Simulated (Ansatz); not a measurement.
# GaCl (SMILES [Cl][Ga]): PBE0/cc-pVTZ

What is the electronic atomisation energy of GaCl at PBE0/cc-pVTZ? 

Program for the calculation: Ansatz 0.2.0.

31 further runs of the same task are left out: 31 set aside as unsound or not needed.

### 1 The structure to begin with

GaCl: 2 atoms, total charge 0, spin state singlet. As SMILES, `[Cl][Ga]`. The coordinates come from a PBE0-D4/def2-TZVP relaxation.

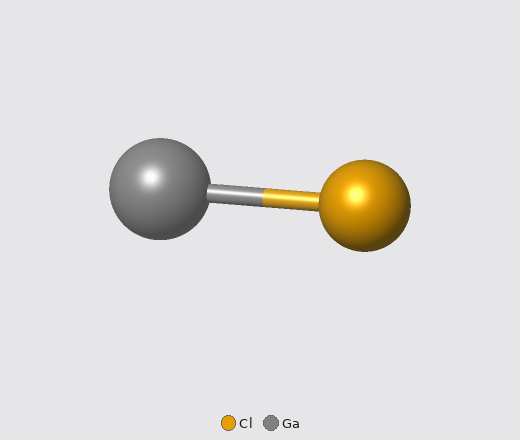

The structure, seen from a chosen angle (chlorine amber, gallium grey).

### 2 The energy at PBE0/cc-pVTZ

molecule.yaml

```yaml
crystal:
  periodic: [false, false, false]
  atoms:
    - {symbol: Cl, position_ang: [-0.000000, 0.000000, -0.023560]}
    - {symbol: Ga, position_ang: [0.000000, -0.000000, 2.192160]}
basis:
  gaussian:
    orbitals: cc-pVTZ
hamiltonian:
  xc: pbe0
accuracy: high
output: {orbitals: {seedname: orbitals}}
```

Launch:

```
ansatz run molecule.yaml --threads 1 --pin off --max-ram 3480MiB --events-out events.jsonl --progress --plain --runs-dir runs
```

Log:

```text
Warning: RAYON_NUM_THREADS=1 ignored (pool sized by the plan → 1); use --threads N
Functional definition: PBE0
  name "PBE0"
  parameter a = 0.25
  parameter kappa = 0.804
  parameter beta = 0.06672455060314922
  exchange = (1 - a)*pbe_x(kappa = kappa, mu = beta*pi^2/3) + a*exact_x
  correlation = pbe_c(beta = beta)
1035 factors; integrals over basis functions are off by at most 4.2e-9 eV
mean field evaluation 1: about -64891.8972 eV, gradient 2.0e1 eV
mean field evaluation 2: about -64890.6123 eV, gradient 3.0e1 eV
mean field evaluation 4: about -64892.9006 eV, gradient 7.4e-1 eV
mean field evaluation 8: about -64892.9250 eV, gradient 5.8e-2 eV
mean field evaluation 16: about -64892.9250 eV, gradient 7.5e-7 eV
mean field -64892.92500773 eV, -2384.7710080298 hartree, gradient 1.9e-8 eV, S^2 0.000000; 0 other end points of the search recorded, 0 dependent functions left out
reference -64892.92500950 eV, -2384.7710080948 hartree; 24, 24 occupied and 53, 53 virtual orbitals, 1035 factors
Total energy: -64892.92500950 eV, -2384.7710080948 hartree
```

It took 4.2 s on 1 thread of Arm Neoverse V2, shared host; peak memory 0.17 GiB.

### 3 The Cl atom at the same level

in.yaml

```yaml
crystal:
  periodic: [false, false, false]
  atoms:
    - {symbol: Cl, position_ang: [0.000000, 0.000000, 0.000000]}
basis:
  gaussian: {orbitals: cc-pVTZ}
accuracy: high
magnetization: {spin_polarized: true, initial_magnetization: 1}
hamiltonian: {xc: pbe0}
```

Run the same way, it converges to -460.00519 Eh (log not shown).

### 4 The Ga atom, same level

molecule.yaml

```yaml
crystal:
  periodic: [false, false, false]
  atoms:
    - {symbol: Ga, position_ang: [0.000000, 0.000000, 0.000000]}
basis:
  gaussian:
    orbitals: cc-pVTZ
magnetization:
  spin_polarized: true
  initial_magnetization: 1
hamiltonian:
  xc: {name: PBE0}
accuracy: high
```

Run the same way, it converges to -1924.58880 Eh (log not shown).

### 5 Results

Level: PBE0/cc-pVTZ.

| quantity | value |
| --- | --- |
| molecule: total energy | -2384.77101 Eh |
| molecule: HOMO energy | -7.49 eV |
| molecule: LUMO energy | -1.69 eV |
| molecule: HOMO–LUMO gap | 5.80 eV |
| Cl atom: total energy | -460.00519 Eh |
| Cl atom: ⟨S²⟩ | 0.754 |
| Ga atom: total energy | -1924.58880 Eh |
| Ga atom: ⟨S²⟩ | 0.754 |
| electronic atomisation energy | 4.817 eV |

In words: Taking the molecule apart into free atoms costs 4.82 eV (111 kcal/mol), before zero-point energy and without spin-orbit coupling.
